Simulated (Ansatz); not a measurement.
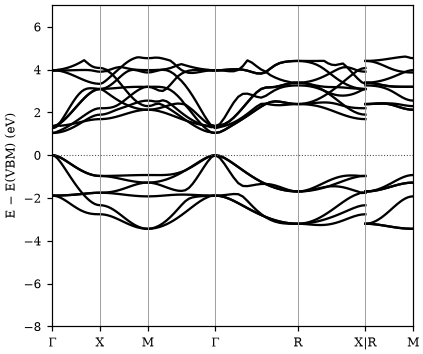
Band structure from r²SCAN (plane waves, PAW; program Ansatz)

Read off the gap and where the band edges lie.

About 1.0 eV (1.04 eV by a search for the band edges); maximum at Γ, minimum at Γ.

The material is Ca₃SbP (anti-perovskite, Pm-3m).

The first step of the workflow began from a Materials Project structure, measured or hypothetical; the Crystallography Open Database copy checked does not list it. Whether it is the stable phase at ambient conditions was not checked. The r²SCAN relaxation kept the symmetry of its start; of distortions, only those at the zone centre were tested, and some modes there are weakly imaginary. Scalar-relativistic: spin–orbit coupling is off unless named, which matters more the heavier the elements.

Potentials: the later of the program's two PAW sets.
